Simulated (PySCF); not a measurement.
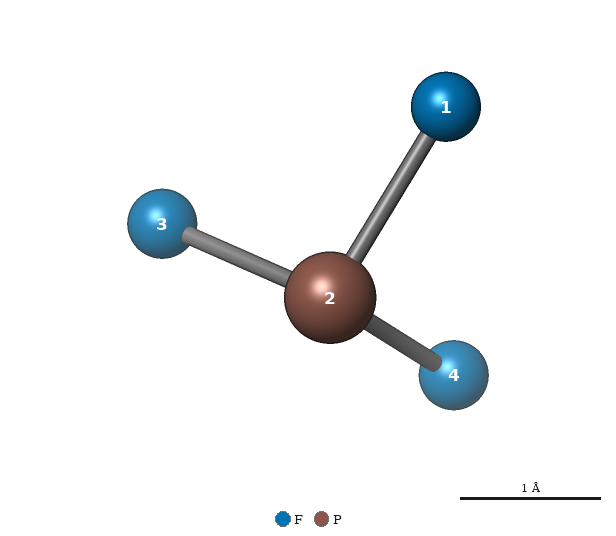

Orthographic view. Distant atoms are faded towards the background colour. Geometry: a frame of a GFN2-xTB molecular-dynamics simulation, not a minimum.

Write a MOL file (V2000) with the atoms in numerical order, bonds sorted by atom number with the orders drawn, and coordinates in the frame of the picture: x right, y up, z towards the viewer, origin at the mean position.

```
PF3
                    3D

  4  3  0  0  0  0  0  0  0  0999 V2000
    0.7000    1.0300    0.5800 F   0  0  0  0  0  0  0  0  0  0  0  0
   -0.1300   -0.3400    0.5100 P   0  0  0  0  0  0  0  0  0  0  0  0
   -1.3300    0.1900   -0.4100 F   0  0  0  0  0  0  0  0  0  0  0  0
    0.7600   -0.8900   -0.6800 F   0  0  0  0  0  0  0  0  0  0  0  0
  1  2  1  0
  2  3  1  0
  2  4  1  0
M  END
```
